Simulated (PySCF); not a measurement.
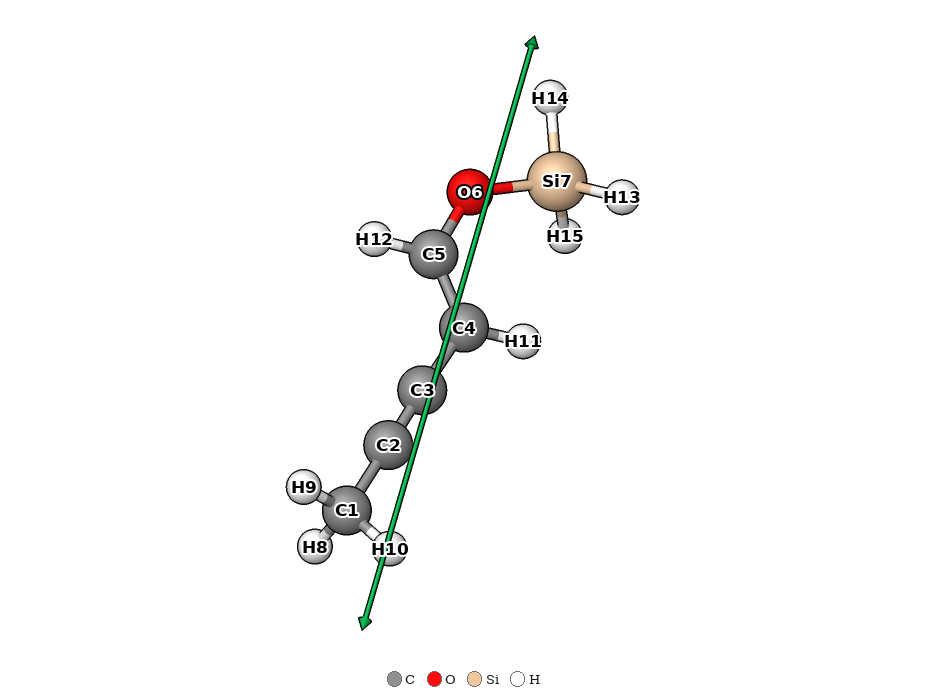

The double arrow shows the direction of the transition dipole to excited singlet state 1 (its length means nothing). Computed geometry: GFN2-xTB optimisation. No frequency run is at hand to confirm it as a minimum. Method: TDDFT ωB97X-D/def2-SVPD, vertical, gas phase, core orbitals frozen in the response (PySCF 2.14.0).

> How is the transition polarised?

Close to the long direction C1···Si7.

> Give its energy, strength and character.

5.51 eV (225 nm), oscillator strength 0.44, mainly HOMO → LUMO (weight 0.89); transition dipole 4.61 D.

The geometry is semi-empirical. Around Si such bond lengths and angles can be off by a tenth of an ångström or more and by several degrees, and values that hang on the shape move with them.
